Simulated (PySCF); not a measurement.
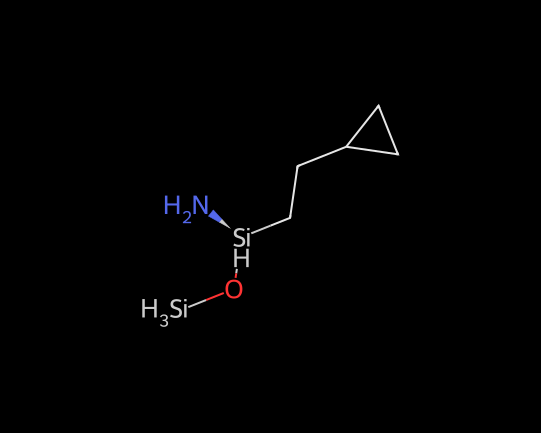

Computed geometry: GFN2-xTB optimisation. No frequency run is at hand to confirm it as a minimum. Level of theory: PBE0/pcSseg-1, gas phase (PySCF 2.14.0).

Computed properties:

The species is C₅H₁₅NOSi₂ (`N[Si@@H](CCC1CC1)O[SiH3]`).
- dipole moment: 1.38 D
- HOMO energy (Kohn–Sham orbital): −7.40 eV
- LUMO energy (Kohn–Sham orbital): 0.46 eV
- HOMO–LUMO gap: 7.86 eV

The geometry is semi-empirical. Around Si such bond lengths and angles can be off by a tenth of an ångström or more and by several degrees, and values that hang on the shape move with them.
